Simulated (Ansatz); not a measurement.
Geometry relaxation of SiH$_{4}$SO$_{3}$ (part 1 of 2)

- system: SiH$_{4}$SO$_{3}$
- method: RKS PBE0-D4/def2-TZVP (Ansatz 0.2.0)

The geometry is a transition state displaced along its imaginary mode. The reaction was set up to form S2–H4 and to break Si1–S2 and O3–H4 (atoms counted from 1 in the order of the input); sticks are drawn by distance alone. Figures and captions count atoms from 1; the log counts them from 0 in places.

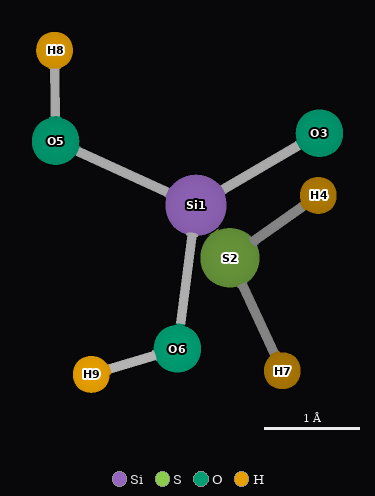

Figure 1. The starting structure (ball-and-stick view, seen at a tilt; atoms are numbered from 1 in the order of the input). Bond lengths as drawn: H–O 0.96 to 0.97 Å, H–S 1.23 to 1.34 Å and O–Si 1.51 to 1.63 Å.

## Summary

| quantity | value |
| --- | --- |
| outcome | converged |
| total energy | −24912.5795 eV |
| mean-field energy | −24912.3864 eV |
| dispersion energy | −0.1931 eV |
| SCF solution under orbital rotations | stable |
| largest force (length of the vector) at the end | 0.005 eV/Å |
| dipole moment | 4.36 D |
| hardware | 4 threads of Arm Neoverse V2, 23 GiB of memory available, shared host |
| wall time | 58 s (CPU time 3.6 min) |
| peak memory | 0.48 GiB |

## Input file
```yaml
crystal:
  periodic: [false, false, false]
  atoms:
    - {symbol: Si, position_ang: [-0.505369, -0.458584, -0.076317]}
    - {symbol: S, position_ang: [1.542603, 0.913571, 0.819991]}
    - {symbol: O, position_ang: [-0.204576, -1.557500, 0.907032]}
    - {symbol: H, position_ang: [1.427295, -0.162225, 1.399346]}
    - {symbol: O, position_ang: [-1.718335, 0.614303, 0.060616]}
    - {symbol: O, position_ang: [-0.101242, -0.484845, -1.641156]}
    - {symbol: H, position_ang: [2.346885, 0.436698, -0.141618]}
    - {symbol: H, position_ang: [-2.204555, 0.575508, 0.888630]}
    - {symbol: H, position_ang: [-0.582806, 0.123175, -2.216623]}
basis:
  gaussian: {orbitals: def2-TZVP}
hamiltonian: {xc: pbe0, dispersion: d4}
relax: {f_tol: 0.005, max_steps: 200}
```

Command:
```bash
ansatz run in.yaml --threads 4 --pin off --events-out ev --progress --plain --max-ram 9574MiB
```

## Log
```
Functional definition: PBE0
  name "PBE0"
  cite "Adamo & Barone, J. Chem. Phys. 110, 6158 (1999) doi:10.1063/1.478522"
  cite "Perdew, Burke & Ernzerhof, Phys. Rev. Lett. 77, 3865 (1996) doi:10.1103/PhysRevLett.77.3865"
  parent pbe
  parameter a = 0.25
  parameter kappa = 0.804
  parameter beta = 0.06672455060314922
  exchange = (1 - a)*pbe_x(kappa = kappa, mu = beta*pi^2/3) + a*exact_x
  correlation = pbe_c(beta = beta)
1168 factors; their error is unknown
mean field evaluation 1: about -24898.5766 eV, gradient 9.1e1 eV
mean field evaluation 2: about -24836.0614 eV, gradient 1.9e2 eV
mean field evaluation 4: about -24911.6197 eV, gradient 1.6e1 eV
mean field evaluation 8: about -24911.9923 eV, gradient 2.9e-1 eV
mean field evaluation 16: about -24912.0621 eV, gradient 2.6e-4 eV
mean field -24912.06210235 eV, -915.5013962593 hartree, gradient 2.0e-5 eV, S^2 0.000000; 0 other end points of the search recorded, 0 dependent functions left out
the calculation of the forces begins
reference -24912.06213003 eV, -915.5013972763 hartree; 29, 29 occupied and 162, 162 virtual orbitals, 1168 factors
relax step   1: F+E_penalty+E_count = -24912.25471670 eV  Δ(F+E_penalty+E_count) = +0.000e0 eV  max|allowed force component| = 3.892e0 eV/Å  Δτ_max = 0.0000 Å  (30 SCF iters, accepted)
these checks for a lower state are left out or cut short: starts, cluster_reference, orbital_swaps, neighbouring_geometries, increment
1168 factors; their error is unknown
mean field -24912.34455878 eV, -915.5117763415 hartree, gradient 2.1e-5 eV, S^2 0.000000; 0 other end points of the search recorded, 0 dependent functions left out
[... from here on the field's lines of each further geometry are left out, up to the last ...]
relax step   2: F+E_penalty+E_count = -24912.53729272 eV  Δ(F+E_penalty+E_count) = -2.826e-1 eV  max|allowed force component| = 5.080e-1 eV/Å  Δτ_max = 0.1983 Å  (31 SCF iters, accepted)
relax step   3: F+E_penalty+E_count = -24912.54063069 eV  Δ(F+E_penalty+E_count) = -3.338e-3 eV  max|allowed force component| = 6.968e-1 eV/Å  Δτ_max = 0.1950 Å  (37 SCF iters, accepted)
relax step   4: F+E_penalty+E_count = -24912.56052405 eV  Δ(F+E_penalty+E_count) = -1.989e-2 eV  max|allowed force component| = 3.445e-1 eV/Å  Δτ_max = 0.0989 Å  (31 SCF iters, accepted)
relax step   5: F+E_penalty+E_count = -24912.56782325 eV  Δ(F+E_penalty+E_count) = -7.299e-3 eV  max|allowed force component| = 1.491e-1 eV/Å  Δτ_max = 0.0542 Å  (33 SCF iters, accepted)
relax step   6: F+E_penalty+E_count = -24912.56786121 eV  Δ(F+E_penalty+E_count) = -3.796e-5 eV  max|allowed force component| = 3.340e-1 eV/Å  Δτ_max = 0.0493 Å  (33 SCF iters, accepted)
relax step   7: F+E_penalty+E_count = -24912.56949214 eV  Δ(F+E_penalty+E_count) = -1.631e-3 eV  max|allowed force component| = 1.862e-1 eV/Å  Δτ_max = 0.0560 Å  (31 SCF iters, accepted)
relax step   8: F+E_penalty+E_count = -24912.57264031 eV  Δ(F+E_penalty+E_count) = -3.148e-3 eV  max|allowed force component| = 7.773e-2 eV/Å  Δτ_max = 0.0544 Å  (32 SCF iters, accepted)
relax step   9: F+E_penalty+E_count = -24912.57350793 eV  Δ(F+E_penalty+E_count) = -8.676e-4 eV  max|allowed force component| = 1.066e-1 eV/Å  Δτ_max = 0.0856 Å  (32 SCF iters, accepted)
relax step  10: F+E_penalty+E_count = -24912.54546236 eV  Δ(F+E_penalty+E_count) = +2.805e-2 eV  max|allowed force component| = 6.910e-1 eV/Å  Δτ_max = 0.0888 Å  (30 SCF iters, rejected (line search))
relax step  11: F+E_penalty+E_count = -24912.57534043 eV  Δ(F+E_penalty+E_count) = -1.832e-3 eV  max|allowed force component| = 6.138e-2 eV/Å  Δτ_max = 0.0429 Å  (33 SCF iters, accepted)
relax step  12: F+E_penalty+E_count = -24912.57524160 eV  Δ(F+E_penalty+E_count) = +9.883e-5 eV  max|allowed force component| = 2.134e-1 eV/Å  Δτ_max = 0.0976 Å  (31 SCF iters, rejected (line search))
relax step  13: F+E_penalty+E_count = -24912.57460356 eV  Δ(F+E_penalty+E_count) = +7.369e-4 eV  max|allowed force component| = 9.091e-2 eV/Å  Δτ_max = 0.0488 Å  (31 SCF iters, rejected (line search))
relax step  14: F+E_penalty+E_count = -24912.57623145 eV  Δ(F+E_penalty+E_count) = -8.910e-4 eV  max|allowed force component| = 2.219e-2 eV/Å  Δτ_max = 0.0239 Å  (32 SCF iters, accepted)
relax step  15: F+E_penalty+E_count = -24912.57707932 eV  Δ(F+E_penalty+E_count) = -8.479e-4 eV  max|allowed force component| = 3.983e-2 eV/Å  Δτ_max = 0.0488 Å  (31 SCF iters, accepted)
relax step  16: F+E_penalty+E_count = -24912.57733658 eV  Δ(F+E_penalty+E_count) = -2.573e-4 eV  max|allowed force component| = 1.548e-1 eV/Å  Δτ_max = 0.0732 Å  (32 SCF iters, accepted)
relax step  17: F+E_penalty+E_count = -24912.57819145 eV  Δ(F+E_penalty+E_count) = -8.549e-4 eV  max|allowed force component| = 6.325e-2 eV/Å  Δτ_max = 0.0077 Å  (34 SCF iters, accepted)
relax step  18: F+E_penalty+E_count = -24912.57891587 eV  Δ(F+E_penalty+E_count) = -7.244e-4 eV  max|allowed force component| = 1.435e-2 eV/Å  Δτ_max = 0.0482 Å  (32 SCF iters, accepted)
relax step  19: F+E_penalty+E_count = -24912.57907130 eV  Δ(F+E_penalty+E_count) = -1.554e-4 eV  max|allowed force component| = 6.719e-2 eV/Å  Δτ_max = 0.0634 Å  (32 SCF iters, accepted)
relax step  20: F+E_penalty+E_count = -24912.57834896 eV  Δ(F+E_penalty+E_count) = +7.223e-4 eV  max|allowed force component| = 1.035e-1 eV/Å  Δτ_max = 0.0562 Å  (31 SCF iters, rejected (line search))
relax step  21: F+E_penalty+E_count = -24912.57909560 eV  Δ(F+E_penalty+E_count) = -2.430e-5 eV  max|allowed force component| = 1.029e-1 eV/Å  Δτ_max = 0.0281 Å  (32 SCF iters, accepted)
relax step  22: F+E_penalty+E_count = -24912.57945259 eV  Δ(F+E_penalty+E_count) = -3.570e-4 eV  max|allowed force component| = 2.583e-2 eV/Å  Δτ_max = 0.0068 Å  (33 SCF iters, accepted)
relax step  23: F+E_penalty+E_count = -24912.57948023 eV  Δ(F+E_penalty+E_count) = -2.764e-5 eV  max|allowed force component| = 7.303e-3 eV/Å  Δτ_max = 0.0093 Å  (33 SCF iters, accepted)
the calculation of the forces begins
reference -24912.38642340 eV, -915.5133148378 hartree; 29, 29 occupied and 162, 162 virtual orbitals, 1168 factors
relax step  24: F+E_penalty+E_count = -24912.57950074 eV  Δ(F+E_penalty+E_count) = -2.051e-5 eV  max|allowed force component| = 4.825e-3 eV/Å  Δτ_max = 0.0069 Å  (34 SCF iters, accepted)
1168 factors; their error is unknown
mean field evaluation 192: about -24912.3171 eV, gradient 1.8e-1 eV
```

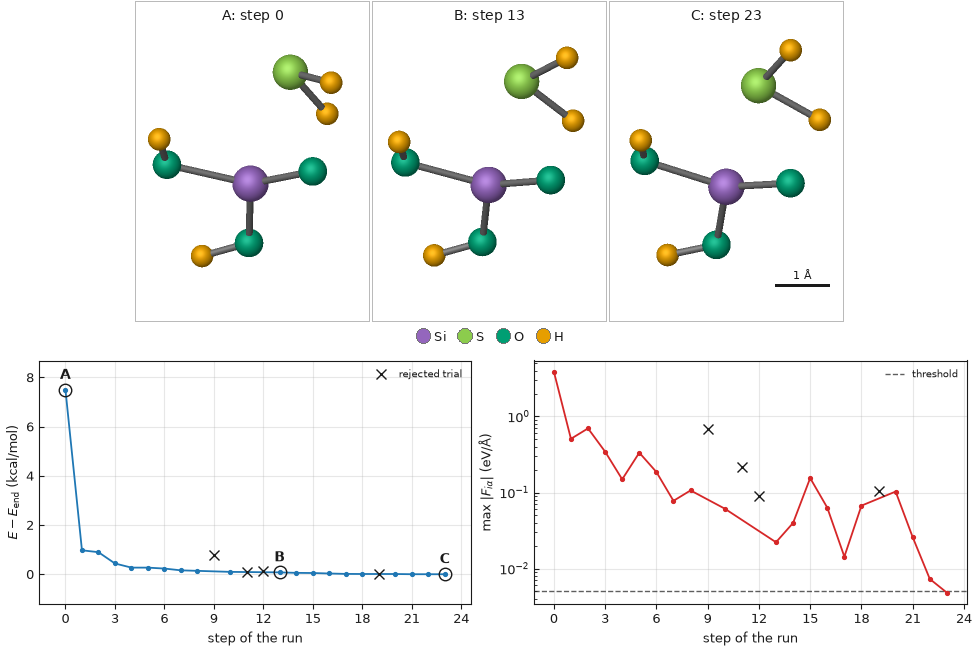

Figure 2. Frames of the relaxation (ball-and-stick view, seen at a tilt) above the curves, on which the letters mark them (the first geometry is step 0 here and step 1 in the log).

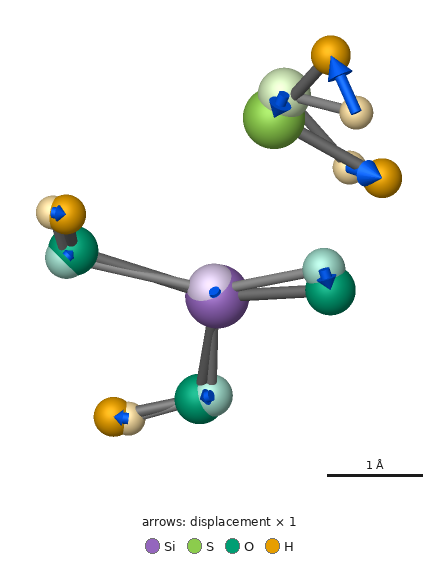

Figure 3. Start (faint) and end (solid) with the displacements as blue arrows, at true length (ball-and-stick view, seen at a tilt). The two geometries are laid on each other by the best rigid fit. The energy falls by 7.49 kcal/mol in 23 geometry steps. Largest force component: 3.9 eV/Å at the start, 0.0048 eV/Å at the end. The line search rejected the trial steps at points 9, 11, 12, 19 (counted from 0) and went back. The largest move after the best rigid fit is that of H4, 0.67 Å. Largest moves by element: H 0.67 Å, S 0.31 Å, O 0.24 Å, Si 0.09 Å. Among the contacts that change: S2–H4 1.227 → 1.345 Å, Si1–O3 1.505 → 1.520 Å, Si1–O6 1.616 → 1.630 Å, Si1–O5 1.625 → 1.638 Å. Among the angles that change: H4–S2–H7 94.8° → 92.2°. (Atoms are counted from 1 in the order of the input.)

```
mean field -24912.38639539 eV, -915.5133138086 hartree, gradient 6.6e-5 eV, S^2 0.000000; 1 other end points of the search recorded, 0 dependent functions left out
the calculation of the forces begins
reference -24912.38642340 eV, -915.5133148378 hartree; 29, 29 occupied and 162, 162 virtual orbitals, 1168 factors
Total energy: -24912.57952875 eV, -915.5204113286 hartree
Atom 0 at    -0.465985    -0.480429    -0.151275 Å, force     0.001861    -0.002176     0.000509 eV/Å
Atom 1 at     1.497692     0.900827     0.516969 Å, force     0.000952    -0.004192     0.001217 eV/Å
Atom 2 at    -0.199063    -1.706807     0.705325 Å, force    -0.000218     0.001226    -0.000590 eV/Å
Atom 3 at     1.480288     0.370175     1.752370 Å, force     0.000247     0.001049    -0.004825 eV/Å
Atom 4 at    -1.642595     0.620828     0.143436 Å, force    -0.000371     0.001038     0.002212 eV/Å
Atom 5 at    -0.156349    -0.364264    -1.747646 Å, force     0.001497    -0.000111     0.000600 eV/Å
Atom 6 at     2.322206    -0.057708     0.059839 Å, force    -0.002998     0.002528     0.002852 eV/Å
Atom 7 at    -2.137494     0.452276     0.948802 Å, force     0.000617     0.000070    -0.002036 eV/Å
Atom 8 at    -0.698801     0.265205    -2.227920 Å, force    -0.001588     0.000570     0.000060 eV/Å
Dipole moment:     0.239642     0.875139     0.046192 e Å
```

## Trajectory as extended XYZ (Å, eV, eV/Å), 24 frames, from step=1 to step=24
```
9
Properties=species:S:1:pos:R:3:forces:R:3 step=1 energy=-24912.25472
Si   -0.5054   -0.4586   -0.0763   -0.1721   0.5508  -0.4023
S     1.5426    0.9136    0.8200    0.1053   3.8919  -2.1278
O    -0.2046   -1.5575    0.9070    0.1421  -0.7040   0.5979
H     1.4273   -0.1622    1.3993   -0.0864  -3.8367   2.1648
O    -1.7183    0.6143    0.0606   -0.1453   0.1546   0.0246
O    -0.1012   -0.4848   -1.6412   -0.0750   0.2358  -0.4262
H     2.3469    0.4367   -0.1416    0.0259  -0.1042   0.0178
H    -2.2046    0.5755    0.8886    0.0498  -0.0034  -0.0458
H    -0.5828    0.1232   -2.2166    0.1557  -0.1848   0.1970
9
Properties=species:S:1:pos:R:3:forces:R:3 step=2 energy=-24912.53729
Si   -0.5346   -0.4715   -0.0926    0.2753   0.2489   0.0673
S     1.4720    0.9124    0.7634   -0.0548   0.5080  -0.4083
O    -0.2351   -1.5785    0.8945   -0.0808  -0.4162   0.2368
H     1.5824   -0.1664    1.5229    0.0762  -0.4765   0.3946
O    -1.7304    0.6223    0.0523   -0.1297   0.1109  -0.0506
O    -0.1083   -0.4785   -1.6547   -0.0596   0.0717  -0.2572
H     2.3465    0.4393   -0.1426   -0.0640   0.0180  -0.0054
H    -2.2121    0.5872    0.8821    0.0154  -0.0171  -0.0127
H    -0.5805    0.1339   -2.2254    0.0220  -0.0478   0.0356
9
Properties=species:S:1:pos:R:3:forces:R:3 step=3 energy=-24912.54063
Si   -0.5198   -0.5017   -0.0844   -0.0165  -0.5424   0.5020
S     1.4254    0.9343    0.7362    0.1168  -0.6968   0.3370
O    -0.3608   -1.7056    0.8459    0.0488   0.5337  -0.3021
H     1.7128   -0.0696    1.6308   -0.1450   0.5244  -0.4964
O    -1.6693    0.6470    0.0630   -0.1569   0.1127   0.0595
O    -0.1094   -0.4957   -1.6552    0.1138   0.1451  -0.2060
H     2.2481    0.4305   -0.2040   -0.0049   0.0187   0.0936
H    -2.1902    0.5904    0.8687    0.0341  -0.0136  -0.0589
H    -0.5370    0.1705   -2.2011    0.0100  -0.0819   0.0714
9
Properties=species:S:1:pos:R:3:forces:R:3 step=4 energy=-24912.56052
Si   -0.5293   -0.4686   -0.0728    0.1713  -0.3445   0.3265
S     1.4385    0.8910    0.7132    0.1290  -0.1384   0.1924
O    -0.3008   -1.6360    0.8824   -0.1385   0.2246  -0.1797
H     1.7083   -0.0964    1.6021   -0.0996   0.2037  -0.1891
O    -1.7338    0.6306    0.0506    0.0627   0.0305  -0.0200
O    -0.0835   -0.4545   -1.6366   -0.0591   0.1216  -0.1973
H     2.2985    0.3948   -0.1958   -0.0867   0.0078   0.0161
H    -2.2521    0.5660    0.8560    0.0085  -0.0198   0.0002
H    -0.5460    0.1733   -2.1992    0.0123  -0.0855   0.0509
9
Properties=species:S:1:pos:R:3:forces:R:3 step=5 energy=-24912.56782
Si   -0.5098   -0.4698   -0.0730    0.0508  -0.1017   0.1491
S     1.4431    0.9135    0.7270    0.0156  -0.0307  -0.0719
O    -0.2851   -1.6378    0.8759   -0.0477   0.0635  -0.0437
H     1.6552   -0.0949    1.5914    0.0137   0.0013   0.0161
O    -1.7074    0.6350    0.0592    0.0056   0.0261  -0.0316
O    -0.0775   -0.4557   -1.6416    0.0059   0.0589  -0.0978
H     2.2541    0.3750   -0.2030   -0.0235   0.0266   0.0565
H    -2.2257    0.5665    0.8639   -0.0026  -0.0168   0.0092
H    -0.5471    0.1684   -2.2000   -0.0178  -0.0272   0.0141
9
Properties=species:S:1:pos:R:3:forces:R:3 step=6 energy=-24912.56786
Si   -0.4845   -0.4567   -0.0693   -0.1584   0.1155  -0.3340
S     1.4494    0.9099    0.7121   -0.0508   0.0886  -0.0406
O    -0.2727   -1.6343    0.8626    0.0450  -0.1428   0.1645
H     1.6357   -0.0677    1.6123    0.0371  -0.0543   0.0825
O    -1.6989    0.6355    0.0576    0.0672   0.0077   0.0416
O    -0.0805   -0.4320   -1.6524    0.1547  -0.1032   0.2087
H     2.2706    0.3345   -0.1802    0.0374  -0.0216  -0.0276
H    -2.2252    0.5492    0.8555   -0.0061  -0.0070   0.0079
H    -0.5940    0.1616   -2.1982   -0.1260   0.1170  -0.1030
```
